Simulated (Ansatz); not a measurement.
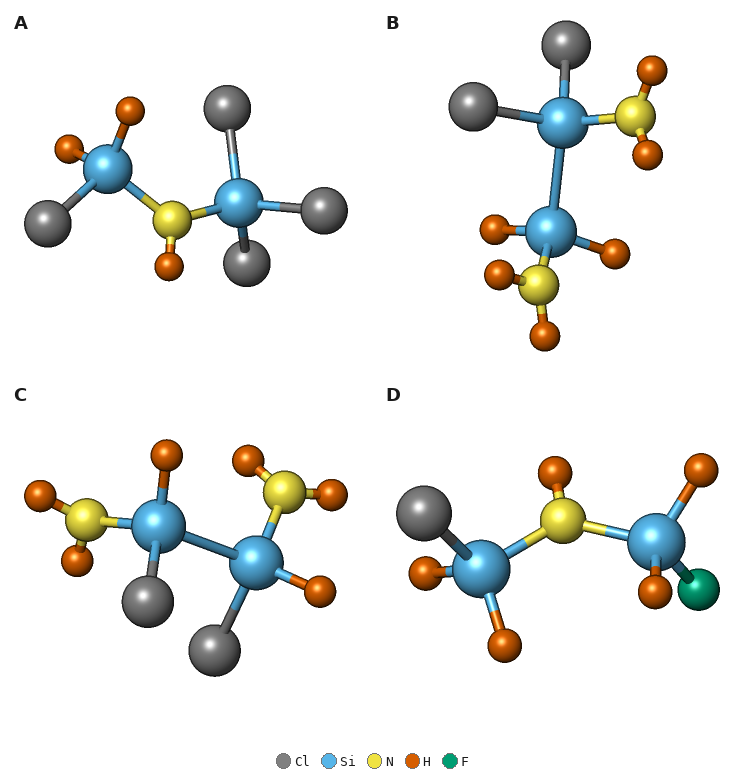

Figure made from data computed with Ansatz.

> Match each picture to its SMILES.
(1) Cl[SiH2]N[Si](Cl)(Cl)Cl
(2) N[Si@H](Cl)[Si@@H](N)Cl
(3) F[SiH2]N[SiH2]Cl
(4) N[SiH2][Si](N)(Cl)Cl

A is (1), B is (4), C is (2), D is (3).
